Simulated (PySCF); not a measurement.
**GaSbH4O (SMILES [GaH2][O][SbH2]): levels of theory compared**

Wanted: a comparison of 3 runs (MP2/x2c-SVPall, MP2/x2c-TZVPall, MP2/x2c-TZVPPall) of GaSbH4O. Input form: a Python script.

The calculation is run with PySCF 2.14.0.

## 1. The structure to begin with

The species is GaSbH4O (7 atoms), meant as a singlet with charge 0. SMILES: `[GaH2][O][SbH2]`. The shape comes from GFN2-xTB, which is rough for such elements, and wasn't checked as a minimum. This is one conformer, not always the lowest.

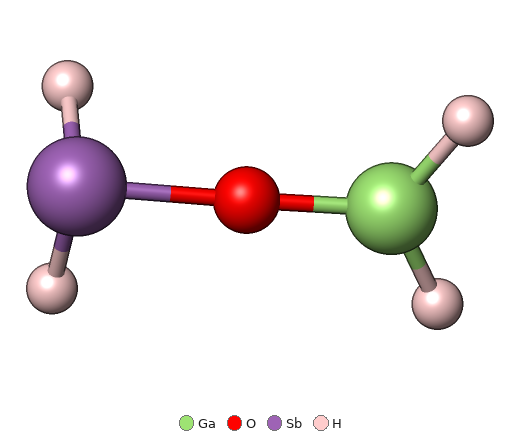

Viewed from a chosen angle; gallium green, oxygen red, antimony purple, hydrogen pink.

## 2. The energy at MP2/x2c-SVPall (sfX2C) (run 1)

Contents of input.py:

```python
# [GaH2][O][SbH2]
from pyscf import gto, mp

molecule = gto.M(
    atom='''
Ga    -2.450351     0.459147    -1.916522
O      0.419840     0.249784    -0.515914
Sb     3.735195     0.045977     1.212051
H     -4.106866    -1.947797    -1.966317
H     -3.221076     3.037243    -3.055139
H      2.486483     1.095077     3.988361
H      3.136756    -2.939431     2.253480
''',
    verbose=3,
    spin=0,
    charge=0,
    unit='bohr',
    max_memory=1860,
    basis='x2c-svpall',
)

mf = molecule.RHF()
mf = mf.sfx2c1e()
mf.conv_tol = 1e-10
mf.kernel()
if not mf.converged:
    mf = mf.newton().run(mf.mo_coeff, mf.mo_occ)

pt = mp.MP2(mf, frozen=28).run()
e_final = pt.e_tot
print(f'total energy: {e_final:.8f} hartree')
```

On the command line:

```bash
OMP_NUM_THREADS=1 python input.py
```

Standard output:

```text
converged SCF energy = -8496.41250381653
E(RMP2) = -8496.93994412439  E_corr = -0.527440307869071
E(SCS-RMP2) = -8496.92131478075  E_corr = -0.508810964223773
total energy: -8496.93994412 hartree
```

Run time: 5.1 s. Hardware: 1 thread of Arm Neoverse V1, shared host; peak memory 0.28 GiB.

## 3. The energy at MP2/x2c-TZVPall (sfX2C) (run 2)

Contents of input.py:

```python
from pyscf import gto, scf, mp

mol = gto.M(
    atom=[
    ('Ga', (-1.296670, 0.242970, -1.014180)),
    ('O', (0.222170, 0.132180, -0.273010)),
    ('Sb', (1.976580, 0.024330, 0.641390)),
    ('H', (-2.173260, -1.030730, -1.040530)),
    ('H', (-1.704520, 1.607240, -1.616710)),
    ('H', (1.315790, 0.579490, 2.110550)),
    ('H', (1.659900, -1.555480, 1.192490)),
],
    spin=0,
    basis='x2c-tzvpall',
    charge=0,
    max_memory=1860,
    verbose=3,
)

mf = scf.RHF(mol)
mf = mf.x2c()
mf.conv_tol = 1e-10
mf.kernel()
if not mf.converged:
    mf = mf.newton().run(mf.mo_coeff, mf.mo_occ)

pt = mp.MP2(mf, frozen=28).run()
energy = pt.e_tot
print('E(%s) = %.9f' % ('MP2', energy))
```

On the command line:

```bash
OMP_NUM_THREADS=1 python input.py
```

Standard output:

```text
converged SCF energy = -8497.56803640338
E(RMP2) = -8498.40732648348  E_corr = -0.839290080096857
E(SCS-RMP2) = -8498.35774001225  E_corr = -0.789703608869592
E(MP2) = -8498.407326483
```

Run time: 23 s. Hardware: 1 thread of Arm Neoverse V1, shared host; peak memory 1 GiB.

## 4. A single-point energy at MP2/x2c-TZVPPall (sfX2C) (run 3)

Contents of run.py:

```python
from pyscf import gto, mp

mol = gto.Mole()
mol.atom = '''
Ga    -2.450351     0.459147    -1.916522
O      0.419840     0.249784    -0.515914
Sb     3.735195     0.045977     1.212051
H     -4.106866    -1.947797    -1.966317
H     -3.221076     3.037243    -3.055139
H      2.486483     1.095077     3.988361
H      3.136756    -2.939431     2.253480
'''
mol.verbose = 3
mol.max_memory = 1860
mol.charge = 0
mol.basis = 'x2c-tzvppall'
mol.unit = 'bohr'
mol.build()

mf = mol.RHF()
mf = mf.sfx2c1e()
mf.conv_tol = 1e-10
mf.kernel()
if not mf.converged:
    mf = mf.newton().run(mf.mo_coeff, mf.mo_occ)

pt = mp.MP2(mf, frozen=28).run()
energy = pt.e_tot
print('E(%s) = %.9f' % ('MP2', energy))
```

On the command line:

```bash
OMP_NUM_THREADS=1 python run.py
```

Standard output:

```text
converged SCF energy = -8497.56926765263
E(RMP2) = -8498.42345307247  E_corr = -0.854185419839807
E(SCS-RMP2) = -8498.37533259877  E_corr = -0.806064946140396
E(MP2) = -8498.423453072
```

Run time: 95 s. Hardware: 1 thread of Arm Neoverse V1, shared host; peak memory 2.8 GiB.

## 5. All runs side by side

```
run                     level   energy (Eh)  dipole moment (D) of the reference  HOMO energy (eV)  LUMO energy (eV)  wall time
  1    MP2/x2c-SVPall (sfX2C)  -8496.939944                                1.49             -9.76              2.08      5.1 s
  2   MP2/x2c-TZVPall (sfX2C)  -8498.407326                                1.32             -9.80              1.88       23 s
  3  MP2/x2c-TZVPPall (sfX2C)  -8498.423453                                1.32             -9.80              1.88       95 s
```

## 6. Summary of results

| quantity | value |
| --- | --- |
| run 3: total energy | -8498.42345 Eh |
| run 3: dipole moment (Hartree–Fock density) | 1.32 D |
| run 3: HOMO energy (Hartree–Fock orbitals) | -9.80 eV |
| run 3: LUMO energy (Hartree–Fock orbitals) | 1.88 eV |
| run 3: HOMO–LUMO gap (Hartree–Fock orbitals) | 11.69 eV |
| run 3: correlation energy (28 core orbitals frozen) | -854.2 mEh |

**Reading.** Over the runs the total energy spans 40.368 eV. All runs together took 2.1 min, the longest 95 s.
